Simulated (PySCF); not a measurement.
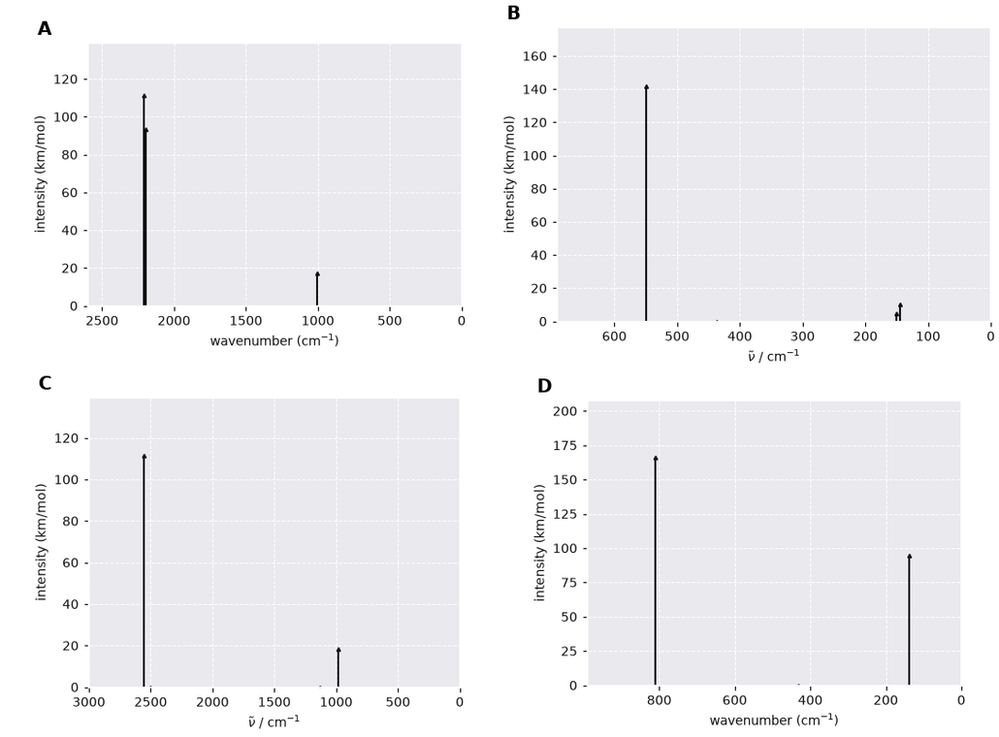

Unscaled harmonic wavenumbers and double-harmonic intensities, PBE0/def2-TZVP in PySCF, isolated molecule. Structures are the lowest points that the searches found. Degenerate modes count as one line, with their intensities summed.

> Assign the panels.
1. GeCl₃⁺, singlet
2. AsH₂, doublet
3. AlCl₂⁺, singlet
4. PH₄⁺, singlet

A: 2 (most intense lines at 2208.5, 2196.8 and 1004.1 cm⁻¹)
B: 1 (most intense lines at 549.1 and 145.3 cm⁻¹)
C: 4 (most intense lines at 2558.1 and 980.4 cm⁻¹)
D: 3 (most intense lines at 809.4 and 137.4 cm⁻¹)

Limits of at least one run: no scalar relativity.
